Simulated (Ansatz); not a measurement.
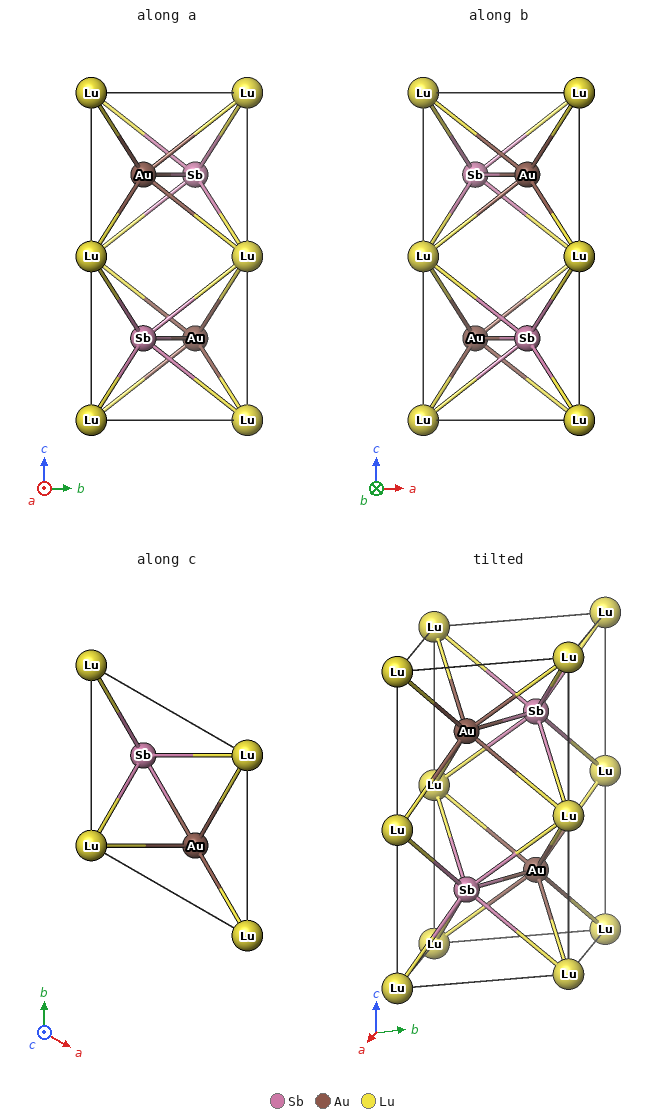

View along the a axis, along the b axis, along the c axis and slightly off an axis, drawn as a ball-and-stick model. The wireframe shows the conventional unit cell.

Lattice parameters: a = 4.4495 Å, b = 4.4495 Å, c = 8.0870 Å, α = 90.000°, β = 90.000°, γ = 120.000°.

Question: Express the structure as a CIF with its space group and independent sites.

Answer:
```cif
data_structure
_symmetry_space_group_name_H-M 'P 63/m m c'
_symmetry_Int_Tables_number 194
_cell_length_a 4.4495
_cell_length_b 4.4495
_cell_length_c 8.0870
_cell_angle_alpha 90.000
_cell_angle_beta 90.000
_cell_angle_gamma 120.000
_cell_volume 138.66
loop_
_atom_site_label
_atom_site_type_symbol
_atom_site_symmetry_multiplicity
_atom_site_Wyckoff_symbol
_atom_site_fract_x
_atom_site_fract_y
_atom_site_fract_z
_atom_site_occupancy
Sb1 Sb 2 d 0.3333 0.6667 0.7500 1
Au1 Au 2 c 0.3333 0.6667 0.2500 1
Lu1 Lu 2 a 0.0000 0.0000 0.5000 1
```

The model is a generated cell, made by putting these elements into a known structure type (the compound may or may not exist in this form); its atoms and cell weren't optimised. It was run through Ansatz as a DFT input.
